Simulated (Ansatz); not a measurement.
The calculation's input:

```
crystal:
  periodic: [false, false, false]
  atoms:
    - {symbol: Si, position_ang: [-0.090046, -0.321351, 0.189933]}
    - {symbol: N, position_ang: [1.786170, -1.550675, 1.486863]}
    - {symbol: O, position_ang: [-1.317246, 0.439505, -0.635658]}
    - {symbol: Si, position_ang: [-1.679117, 1.717037, -1.570041]}
    - {symbol: H, position_ang: [0.296114, 0.622466, 1.268394]}
    - {symbol: H, position_ang: [-0.730401, -1.565235, 0.672083]}
    - {symbol: H, position_ang: [2.648838, -1.020082, 1.472801]}
    - {symbol: H, position_ang: [0.980247, -0.534907, -0.816529]}
    - {symbol: H, position_ang: [1.529640, -1.693969, 2.456234]}
    - {symbol: H, position_ang: [1.978005, -2.459346, 1.082525]}
    - {symbol: H, position_ang: [-1.535020, 2.991811, -0.812797]}
    - {symbol: H, position_ang: [-0.782928, 1.781362, -2.758812]}
    - {symbol: H, position_ang: [-3.084355, 1.593284, -2.034995]}
basis:
  gaussian: {orbitals: def2-TZVPP}
hamiltonian: {xc: pbe0, dispersion: d4}
output: {orbitals: {seedname: orbitals}}
```

Launched as:

```sh
ansatz run in.yaml --threads 8 --pin off --events-out ev --progress --plain --max-ram 19148MiB
```

The product side of a reaction path; geometry: PBE0-D4/def2-TZVP; a saddle point, not a minimum.

Level of theory: Ansatz 0.2.0, RKS PBE0-D4/def2-TZVPP.

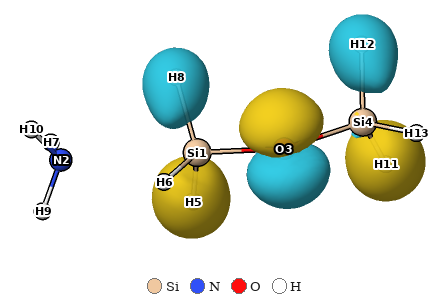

H$_{6}$OSi$_{2}$···NH$_{3}$. The HOMO at ±0.15 Å⁻³ᐟ² (yellow and cyan are the two phases), seen at an oblique angle.

**Describe this orbital and give its energy.**

Its weight (Hirshfeld) is mainly on O3 (about 35 %), Si4 (about 15 %), Si1 (about 15 %), H11 (about 10 %), H5 (about 10 %) and H12 (about 5 %). Its energy is −8.05 eV.
